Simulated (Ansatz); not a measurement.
**Run report: C2H8AlCl, geometry relaxation (part 1 of 2)**

C2H8AlCl, computed with RKS PBE-D4/def2-SVP (Ansatz 0.2.0).

It belongs to a series of runs on one base structure; here: end point A relaxed. Figures and captions count atoms from 1; the log counts them from 0 in places.

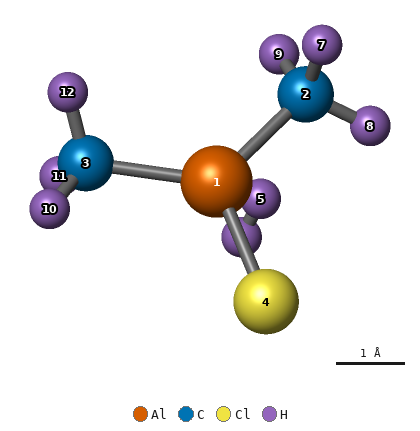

Fig. 1: The input geometry (ball-and-stick view, seen at a tilt; atoms are numbered from 1 in the order of the input). Sticks mark near contacts.

Input file
```yaml
crystal:
  periodic: [false, false, false]
  atoms:
    - { symbol: Al, position_ang: [-0.279773, 0.656517, 0.117762] }
    - { symbol: C, position_ang: [1.484922, 0.112931, 0.79169] }
    - { symbol: C, position_ang: [-0.967451, 0.22012, -1.661359] }
    - { symbol: Cl, position_ang: [-1.4852, 1.894216, 1.374168] }
    - { symbol: H, position_ang: [-0.197136, -1.491065, 1.30815] }
    - { symbol: H, position_ang: [-0.831925, -1.792874, 1.400015] }
    - { symbol: H, position_ang: [2.245668, 0.865938, 0.483013] }
    - { symbol: H, position_ang: [1.532016, 0.049272, 1.89599] }
    - { symbol: H, position_ang: [1.815504, -0.853184, 0.359795] }
    - { symbol: H, position_ang: [-1.816675, 0.870246, -1.954648] }
    - { symbol: H, position_ang: [-1.326885, -0.831968, -1.680819] }
    - { symbol: H, position_ang: [-0.173065, 0.299851, -2.433858] }
basis:
  gaussian: { orbitals: def2-SVP }
hamiltonian:
  xc: pbe
  dispersion: d4
relax:
  f_tol: 0.03
  max_steps: 50
output:
  orbitals: {}
```

Run as:
```bash
ansatz run input.yaml --threads 2 --pin off --max-ram 3072MiB --backend cpu --events-out ev --progress --plain --runs-dir out
```

What the program printed
```
The last accepted step is kept in [file] (removed where the run ends without a failure and the disk answers)
Engine: ansatz 0.2.0, aarch64-unknown-linux-gnu
Functional definition: PBE
  parameter kappa = 0.804
  parameter beta = 0.06672455060314922
  exchange = pbe_x(kappa = kappa, mu = beta*pi^2/3)
  correlation = pbe_c(beta = beta)
1168 factors; their error is unknown
mean field evaluation 1: about -21291.1598 eV, gradient 7.6e1 eV
mean field evaluation 2: about -21271.3360 eV, gradient 1.0e2 eV
mean field evaluation 4: about -21305.5803 eV, gradient 6.7e0 eV
mean field evaluation 8: about -21305.7057 eV, gradient 4.0e-2 eV
mean field evaluation 16: about -21305.6551 eV, gradient 4.0e-5 eV
mean field -21305.65510305 eV, -782.9683835453 hartree, gradient 4.0e-5 eV, S^2 0.000000; 0 other end points of the search recorded, 0 dependent functions left out
the calculation of the forces begins
reference -21305.65514149 eV, -782.9683849580 hartree; 25, 25 occupied and 79, 79 virtual orbitals, 1168 factors
relax step   1: F+E_penalty+E_count = -21305.87268778 eV  Δ(F+E_penalty+E_count) = +0.000e0 eV  max|allowed force component| = 2.337e0 eV/Å  Δτ_max = 0.0000 Å  (25 SCF iters, accepted)
these checks for a lower state are left out or cut short: starts, cluster_reference, orbital_swaps, neighbouring_geometries, increment
1168 factors; their error is unknown
mean field -21305.77138598 eV, -782.9726568642 hartree, gradient 6.5e-6 eV, S^2 0.000000; 0 other end points of the search recorded, 0 dependent functions left out
[... from here on the field's lines of each further geometry are left out, up to the last ...]
relax step   2: F+E_penalty+E_count = -21305.98699328 eV  Δ(F+E_penalty+E_count) = -1.143e-1 eV  max|allowed force component| = 3.787e-1 eV/Å  Δτ_max = 0.1992 Å  (27 SCF iters, accepted)
relax step   3: F+E_penalty+E_count = -21306.00047675 eV  Δ(F+E_penalty+E_count) = -1.348e-2 eV  max|allowed force component| = 2.737e-1 eV/Å  Δτ_max = 0.1303 Å  (26 SCF iters, accepted)
relax step   4: F+E_penalty+E_count = -21305.97795750 eV  Δ(F+E_penalty+E_count) = +2.252e-2 eV  max|allowed force component| = 3.860e-1 eV/Å  Δτ_max = 0.2000 Å  (25 SCF iters, rejected (line search))
relax step   5: F+E_penalty+E_count = -21306.00724847 eV  Δ(F+E_penalty+E_count) = -6.772e-3 eV  max|allowed force component| = 1.759e-1 eV/Å  Δτ_max = 0.1000 Å  (26 SCF iters, accepted)
relax step   6: F+E_penalty+E_count = -21306.01227608 eV  Δ(F+E_penalty+E_count) = -5.028e-3 eV  max|allowed force component| = 2.532e-1 eV/Å  Δτ_max = 0.0961 Å  (27 SCF iters, accepted)
relax step   7: F+E_penalty+E_count = -21306.01943665 eV  Δ(F+E_penalty+E_count) = -7.161e-3 eV  max|allowed force component| = 2.331e-1 eV/Å  Δτ_max = 0.1463 Å  (26 SCF iters, accepted)
relax step   8: F+E_penalty+E_count = -21306.02383980 eV  Δ(F+E_penalty+E_count) = -4.403e-3 eV  max|allowed force component| = 3.157e-1 eV/Å  Δτ_max = 0.1948 Å  (26 SCF iters, accepted)
relax step   9: F+E_penalty+E_count = -21306.02800141 eV  Δ(F+E_penalty+E_count) = -4.162e-3 eV  max|allowed force component| = 5.810e-2 eV/Å  Δτ_max = 0.0676 Å  (26 SCF iters, accepted)
relax step  10: F+E_penalty+E_count = -21306.01908587 eV  Δ(F+E_penalty+E_count) = +8.916e-3 eV  max|allowed force component| = 3.900e-1 eV/Å  Δτ_max = 0.1998 Å  (26 SCF iters, rejected (line search))
relax step  11: F+E_penalty+E_count = -21306.03243837 eV  Δ(F+E_penalty+E_count) = -4.437e-3 eV  max|allowed force component| = 7.998e-2 eV/Å  Δτ_max = 0.0991 Å  (27 SCF iters, accepted)
relax step  12: F+E_penalty+E_count = -21306.03355281 eV  Δ(F+E_penalty+E_count) = -1.114e-3 eV  max|allowed force component| = 7.563e-2 eV/Å  Δτ_max = 0.0171 Å  (27 SCF iters, accepted)
relax step  13: F+E_penalty+E_count = -21306.01504935 eV  Δ(F+E_penalty+E_count) = +1.850e-2 eV  max|allowed force component| = 8.700e-1 eV/Å  Δτ_max = 0.1452 Å  (27 SCF iters, rejected (line search))
relax step  14: F+E_penalty+E_count = -21306.03854992 eV  Δ(F+E_penalty+E_count) = -4.997e-3 eV  max|allowed force component| = 5.019e-2 eV/Å  Δτ_max = 0.0726 Å  (27 SCF iters, accepted)
relax step  15: F+E_penalty+E_count = -21306.04205622 eV  Δ(F+E_penalty+E_count) = -3.506e-3 eV  max|allowed force component| = 1.756e-1 eV/Å  Δτ_max = 0.0730 Å  (27 SCF iters, accepted)
relax step  16: F+E_penalty+E_count = -21306.04296822 eV  Δ(F+E_penalty+E_count) = -9.120e-4 eV  max|allowed force component| = 2.836e-1 eV/Å  Δτ_max = 0.0784 Å  (27 SCF iters, accepted)
relax step  17: F+E_penalty+E_count = -21306.04672341 eV  Δ(F+E_penalty+E_count) = -3.755e-3 eV  max|allowed force component| = 7.374e-2 eV/Å  Δτ_max = 0.0446 Å  (28 SCF iters, accepted)
relax step  18: F+E_penalty+E_count = -21306.04787701 eV  Δ(F+E_penalty+E_count) = -1.154e-3 eV  max|allowed force component| = 6.290e-2 eV/Å  Δτ_max = 0.0501 Å  (26 SCF iters, accepted)
relax step  19: F+E_penalty+E_count = -21306.04895146 eV  Δ(F+E_penalty+E_count) = -1.074e-3 eV  max|allowed force component| = 5.479e-2 eV/Å  Δτ_max = 0.0436 Å  (27 SCF iters, accepted)
relax step  20: F+E_penalty+E_count = -21306.04637826 eV  Δ(F+E_penalty+E_count) = +2.573e-3 eV  max|allowed force component| = 3.538e-1 eV/Å  Δτ_max = 0.1396 Å  (26 SCF iters, rejected (line search))
relax step  21: F+E_penalty+E_count = -21306.05058226 eV  Δ(F+E_penalty+E_count) = -1.631e-3 eV  max|allowed force component| = 3.549e-2 eV/Å  Δτ_max = 0.0698 Å  (26 SCF iters, accepted)
relax step  22: F+E_penalty+E_count = -21306.05161811 eV  Δ(F+E_penalty+E_count) = -1.036e-3 eV  max|allowed force component| = 1.617e-1 eV/Å  Δτ_max = 0.0978 Å  (26 SCF iters, accepted)
relax step  23: F+E_penalty+E_count = -21306.05332416 eV  Δ(F+E_penalty+E_count) = -1.706e-3 eV  max|allowed force component| = 8.398e-2 eV/Å  Δτ_max = 0.0244 Å  (27 SCF iters, accepted)
relax step  24: F+E_penalty+E_count = -21306.05463439 eV  Δ(F+E_penalty+E_count) = -1.310e-3 eV  max|allowed force component| = 3.821e-2 eV/Å  Δτ_max = 0.0680 Å  (26 SCF iters, accepted)
relax step  25: F+E_penalty+E_count = -21306.05528901 eV  Δ(F+E_penalty+E_count) = -6.546e-4 eV  max|allowed force component| = 1.227e-1 eV/Å  Δτ_max = 0.0767 Å  (25 SCF iters, accepted)
relax step  26: F+E_penalty+E_count = -21306.05599649 eV  Δ(F+E_penalty+E_count) = -7.075e-4 eV  max|allowed force component| = 4.942e-2 eV/Å  Δτ_max = 0.0122 Å  (27 SCF iters, accepted)
relax step  27: F+E_penalty+E_count = -21306.05628246 eV  Δ(F+E_penalty+E_count) = -2.860e-4 eV  max|allowed force component| = 4.163e-2 eV/Å  Δτ_max = 0.0267 Å  (26 SCF iters, accepted)
relax step  28: F+E_penalty+E_count = -21306.05660853 eV  Δ(F+E_penalty+E_count) = -3.261e-4 eV  max|allowed force component| = 1.852e-2 eV/Å  Δτ_max = 0.0379 Å  (26 SCF iters, accepted)
relax step  29: F+E_penalty+E_count = -21306.05671858 eV  Δ(F+E_penalty+E_count) = -1.101e-4 eV  max|allowed force component| = 3.678e-2 eV/Å  Δτ_max = 0.0380 Å  (26 SCF iters, accepted)
the calculation of the forces begins
reference -21305.83525803 eV, -782.9750041188 hartree; 25, 25 occupied and 79, 79 virtual orbitals, 1168 factors
relax step  30: F+E_penalty+E_count = -21306.05680070 eV  Δ(F+E_penalty+E_count) = -8.212e-5 eV  max|allowed force component| = 1.935e-2 eV/Å  Δτ_max = 0.0113 Å  (28 SCF iters, accepted)
1168 factors; their error is unknown
mean field evaluation 224: about -21271.8106 eV, gradient 1.0e2 eV
```

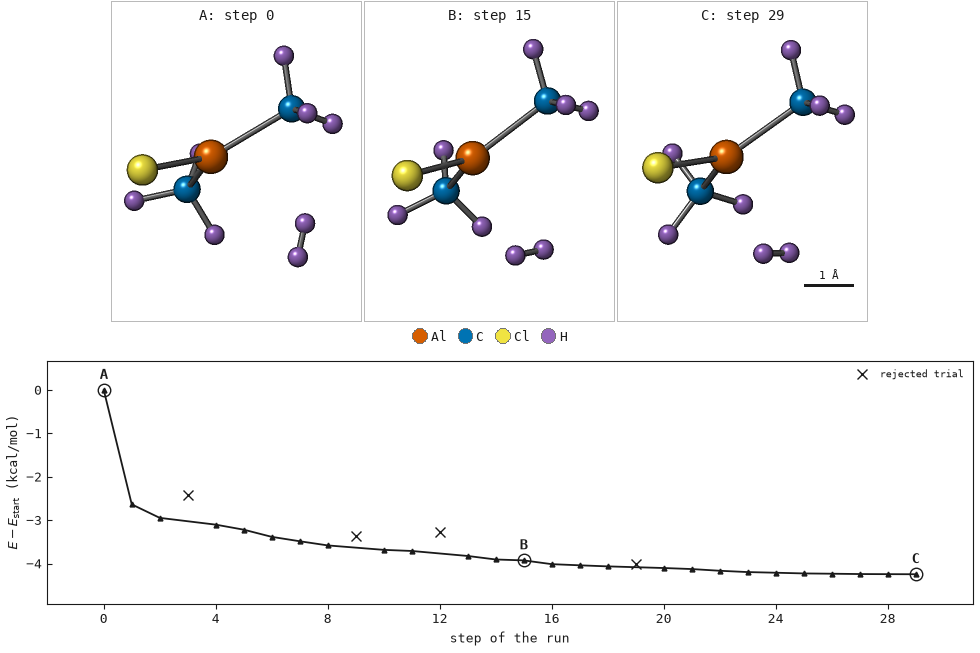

Fig. 2: Frames of the relaxation (ball-and-stick view, seen at a tilt) above the curves, on which the letters mark them (the first geometry is step 0 here and step 1 in the log).

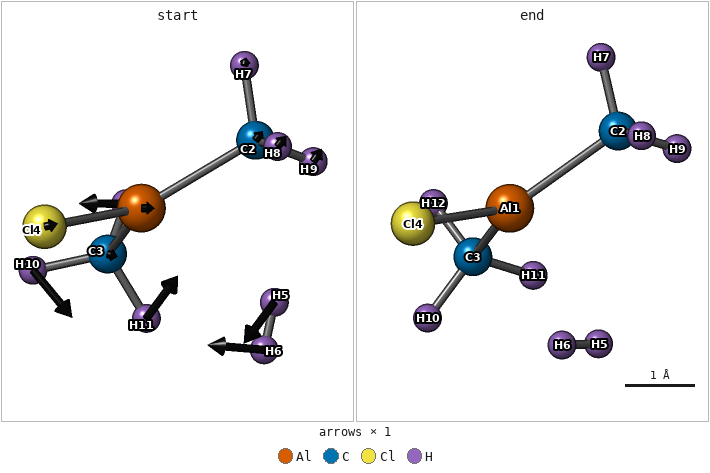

Fig. 3: Before (left) and after (right) the relaxation, at one scale (ball-and-stick view, seen at a tilt). The black arrows give the displacements, at true length. Over 29 geometry steps the energy falls by 4.25 kcal/mol. The largest force component goes from 2.3 to 0.019 eV/Å. The line search rejected the trial steps at points 3, 9, 12, 19 (counted from 0) and went back. The largest move after the best rigid fit is that of H10, 0.92 Å. By element the largest moves are H 0.92 Å, Cl 0.20 Å, Al 0.20 Å, C 0.18 Å. Among the contacts that change: H5–H6 0.709 → 0.774 Å, Al1–Cl4 2.136 → 2.148 Å, Al1–C2 1.966 → 1.958 Å. Among the angles that change: Al1–C3–H11 109.9° → 112.2°. (Atoms are counted from 1 in the order of the input.)

```
mean field -21305.83522015 eV, -782.9750027266 hartree, gradient 2.3e-5 eV, S^2 0.000000; 1 other end points of the search recorded, 0 dependent functions left out
the calculation of the forces begins
reference -21305.83525803 eV, -782.9750041188 hartree; 25, 25 occupied and 79, 79 virtual orbitals, 1168 factors
Total energy: -21306.05683859 eV, -782.9831470540 hartree
Atom 0 at    -0.163359     0.513425     0.166105 Å, force    -0.000824     0.003004     0.000283 eV/Å
Atom 1 at     1.657191     0.118993     0.768209 Å, force     0.000700     0.003517     0.002411 eV/Å
Atom 2 at    -0.901989     0.067687    -1.591267 Å, force     0.007177     0.001393    -0.019352 eV/Å
Atom 3 at    -1.339994     1.801929     1.418093 Å, force     0.002170    -0.006853    -0.002733 eV/Å
Atom 4 at    -0.924010    -1.574737     1.025229 Å, force     0.001282     0.001988     0.000054 eV/Å
Atom 5 at    -1.313371    -1.056961     1.448858 Å, force    -0.002172     0.001495     0.001002 eV/Å
Atom 6 at     2.349915     0.922998     0.436242 Å, force    -0.000342    -0.001321     0.000086 eV/Å
Atom 7 at     1.730784     0.069139     1.873903 Å, force     0.000650    -0.001028    -0.001333 eV/Å
Atom 8 at     2.044889    -0.832556     0.347415 Å, force    -0.001124    -0.001073     0.000125 eV/Å
Atom 9 at    -2.010647     0.026899    -1.583591 Å, force     0.010569    -0.002478    -0.001502 eV/Å
Atom 10 at    -0.516767    -0.901036    -1.975550 Å, force    -0.010352     0.016099     0.006571 eV/Å
Atom 11 at    -0.612643     0.844220    -2.333747 Å, force    -0.007733    -0.014744     0.014387 eV/Å
Dipole moment:     0.159328    -0.378484    -0.165476 e Å
```
